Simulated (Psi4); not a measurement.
**PBE/cc-pCVTZ (density fitting, sweep point 4) run of H2SO2 (SMILES O=[SH2]=O)**

What is the vertical ionisation energy of H2SO2 at PBE/cc-pCVTZ (density fitting, sweep point 4)? The job is set up through a Python script.

The calculation is run with Psi4 1.11.

## 1. Starting point

H2SO2: 5 atoms, total charge 0, spin state singlet. SMILES: `O=[SH2]=O`. Geometry: relaxed at GFN2-xTB.

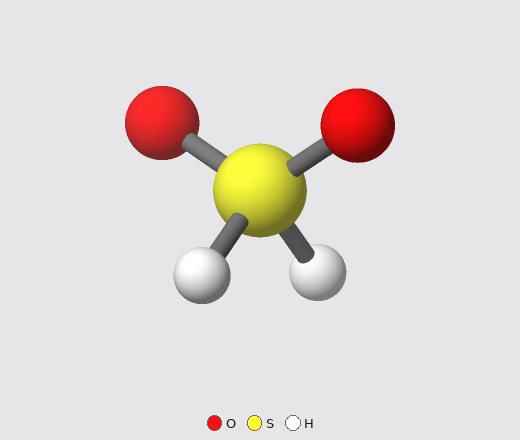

Viewed from a chosen angle; oxygen red, sulfur yellow, hydrogen white.

## 2. The energy at PBE/cc-pCVTZ (density fitting, sweep point 4)

h2o2s.py reads:

```python
import psi4

psi4.set_memory(1600000000)
psi4.set_num_threads(1)
psi4.set_output_file('run.log', False)

m = psi4.geometry("""
O     -1.86400695     0.52122426     1.97183472
S      0.02537902    -0.02672073     0.13282885
O      2.39887503    -1.08901137     0.83291569
H     -1.05563881    -1.59147065    -1.70326685
H      0.49539170     2.18597849    -1.23431241
units bohr
symmetry c1
""")

psi4.set_options({
    'basis': 'cc-pCVTZ',
    'puream': True,
    'scf_type': 'df',
    'dft_radial_points': 99,
    'dft_spherical_points': 590,
})

e_tot, wfn = psi4.energy("PBE", molecule=m, return_wfn=True)
print(f'total energy {e_tot:.8f} hartree = {e_tot * 27.211386:.5f} eV')
```

Run with:

```sh
$ python h2o2s.py
```

run.log:

```text
[...]
  Running in c1 symmetry.
[...]
  Nuclear repulsion =  128.453435959116547
[...]
  Multiplicity = 1
[...]
  Nalpha       = 17
  Nbeta        = 17
[...]
    Number of basis functions: 173
[...]
   @DF-RKS iter   1:  -549.23351431675439    5.78367e-01   5.72379e-03 DIIS/ADIIS
[...]
   @DF-RKS iter  10:  -549.55448260583398   -1.81212e-08   9.93928e-08 DIIS
[...]
    Orbital Energies [Eh]
    ---------------------
    Doubly Occupied:
       1A    -88.227774     2A    -18.763786     3A    -18.763783
       4A     -7.835024     5A     -5.854259     6A     -5.853977
       7A     -5.853206     8A     -1.045961     9A     -0.947118
      10A     -0.641172    11A     -0.509643    12A     -0.453364
      13A     -0.416477    14A     -0.320597    15A     -0.308703
      16A     -0.295280    17A     -0.282446
[...]
  @DF-RKS Final Energy:  -549.55448260583398
   => Energetics <=
    Nuclear Repulsion Energy =            128.4534359591165469
    One-Electron Energy =               -1012.4690806529281417
    Two-Electron Energy =                 377.8528092080765077
    DFT Exchange-Correlation Energy =     -43.3916471200988809
    Empirical Dispersion Energy =           0.0000000000000000
    VV10 Nonlocal Energy =                  0.0000000000000000
    Total Energy =                       -549.5544826058339822
[...]
 Multipole Moments:
 ------------------------------------------------------------------------------------
     Multipole            Electronic (a.u.)      Nuclear  (a.u.)        Total (a.u.)
 ------------------------------------------------------------------------------------
 L = 1.  Multiply by 2.5417464519 to convert [e a0] to [Debye]
 Dipole X            :          0.1963385           -0.4111230           -0.2147845
 Dipole Y            :         -0.2078815            0.4362153            0.2283338
 Dipole Z            :          1.0289586           -2.1556109           -1.1266522
 Magnitude           :                                                    1.1694503
[...]
```

Standard output:

```text
total energy -549.55448261 hartree = -14954.13915 eV
```

Run time: 14 s. Hardware: 1 thread of Intel Xeon Platinum 8488C (Sapphire Rapids), shared host; peak memory 1.3 GiB.

## 3. The doublet cation at the same level

job.py reads:

```python
import psi4

psi4.set_memory(1600000000)
psi4.set_num_threads(1)
psi4.core.set_output_file('run.log', False)

mol = psi4.geometry("""
1 2
O     -1.86400695     0.52122426     1.97183472
S      0.02537902    -0.02672073     0.13282885
O      2.39887503    -1.08901137     0.83291569
H     -1.05563881    -1.59147065    -1.70326685
H      0.49539170     2.18597849    -1.23431241
units bohr
symmetry c1
""")

psi4.set_options({
    'basis': 'cc-pCVTZ',
    'reference': 'uks',
    'puream': True,
    'scf_type': 'df',
    'dft_radial_points': 99,
    'dft_spherical_points': 590,
    'maxiter': 150,
})

e = psi4.energy("PBE")
print('E =', round(e, 9))
for k, v in sorted(psi4.core.scalar_variables().items()):
    print(f'{k:45s} {v:18.10f}')
```

Run with:

```sh
$ python job.py
```

run.log:

```text
[...]
  Running in c1 symmetry.
[...]
  Nuclear repulsion =  128.453435959116547
[...]
  Multiplicity = 2
[...]
  Nalpha       = 17
  Nbeta        = 16
[...]
    Number of basis functions: 173
[...]
   @DF-UKS iter   1:  -548.90998807622282    9.01893e-01   4.71236e-03 ADIIS/DIIS
[...]
   @DF-UKS iter   9:  -549.13235371600888   -7.08717e-07   9.74563e-07 DIIS
[...]
   @S^2 Observed:                7.536034717E-01
[...]
    Orbital Energies [Eh]
    ---------------------
    Alpha Occupied:
       1A    -88.525859     2A    -19.092182     3A    -19.092177
       4A     -8.137690     5A     -6.156560     6A     -6.156357
       7A     -6.155012     8A     -1.360241     9A     -1.263787
      10A     -0.950798    11A     -0.820601    12A     -0.750865
      13A     -0.712232    14A     -0.630380    15A     -0.619536
      16A     -0.602156    17A     -0.593573
    Alpha Virtual:
      18A     -0.309625    19A     -0.286960    20A     -0.270444
      21A     -0.262990    22A     -0.073575    23A     -0.066046
      24A     -0.023510    25A      0.001450    26A      0.011342
[...]
  @DF-UKS Final Energy:  -549.13235371600888
   => Energetics <=
    Nuclear Repulsion Energy =            128.4534359591165469
    One-Electron Energy =               -1002.1356492805166454
    Two-Electron Energy =                 367.5677089172447722
    DFT Exchange-Correlation Energy =     -43.0178493118534959
    Empirical Dispersion Energy =           0.0000000000000000
    VV10 Nonlocal Energy =                  0.0000000000000000
    Total Energy =                       -549.1323537160088790
[...]
 Multipole Moments:
 ------------------------------------------------------------------------------------
     Multipole            Electronic (a.u.)      Nuclear  (a.u.)        Total (a.u.)
 ------------------------------------------------------------------------------------
 L = 1.  Multiply by 2.5417464519 to convert [e a0] to [Debye]
 Dipole X            :          0.1056278           -0.4111230           -0.3054952
 Dipole Y            :         -0.1119380            0.4362153            0.3242773
 Dipole Z            :          0.5536632           -2.1556109           -1.6019476
 Magnitude           :                                                    1.6627445
[...]
```

Standard output:

```text
E = -549.132353716
CURRENT ENERGY                                   -549.1323537160
CURRENT REFERENCE ENERGY                         -549.1323537160
DD SOLVATION ENERGY                                 0.0000000000
DFT FUNCTIONAL TOTAL ENERGY                      -549.1323537160
DFT TOTAL ENERGY                                 -549.1323537160
DFT VV10 ENERGY                                     0.0000000000
DFT XC ENERGY                                     -43.0178493119
GRID ELECTRONS ALPHA                               17.0000002803
GRID ELECTRONS BETA                                16.0000001207
GRID ELECTRONS TOTAL                               33.0000004010
NUCLEAR REPULSION ENERGY                          128.4534359591
ONE-ELECTRON ENERGY                             -1002.1356492805
PCM POLARIZATION ENERGY                             0.0000000000
PE ENERGY                                           0.0000000000
SCF ITERATION ENERGY                             -549.1323537160
SCF ITERATIONS                                      9.0000000000
SCF TOTAL ENERGY                                 -549.1323537160
TWO-ELECTRON ENERGY                               367.5677089172
XC GRID RADIAL POINTS                              99.0000000000
XC GRID SPHERICAL POINTS                          590.0000000000
XC GRID TOTAL POINTS                           278137.0000000000
```

It took 19 s on 1 thread of Intel Xeon Platinum 8488C (Sapphire Rapids), shared host; peak memory 1.3 GiB.

## 4. Results

At PBE/cc-pCVTZ (density fitting, sweep point 4):

| quantity | value |
| --- | --- |
| singlet H2SO2: total energy | -549.55448 Eh |
| singlet H2SO2: dipole moment | 2.97 D |
| singlet H2SO2: HOMO energy | -7.69 eV |
| singlet H2SO2: LUMO energy | -1.22 eV |
| singlet H2SO2: HOMO–LUMO gap | 6.47 eV |
| doublet cation: total energy | -549.13235 Eh |
| doublet cation: HOMO energy (highest over α and β) | -15.95 eV |
| doublet cation: LUMO energy (lowest over α and β) | -15.32 eV |
| doublet cation: ⟨S²⟩ | 0.754 |
| vertical ionisation energy (to the doublet cation) | 11.487 eV |

**Reading.** The vertical ionisation energy comes to 11.49 eV (265 kcal/mol). −ε(HOMO) before ionisation, 7.69 eV, is 3.80 eV below this ionisation energy.
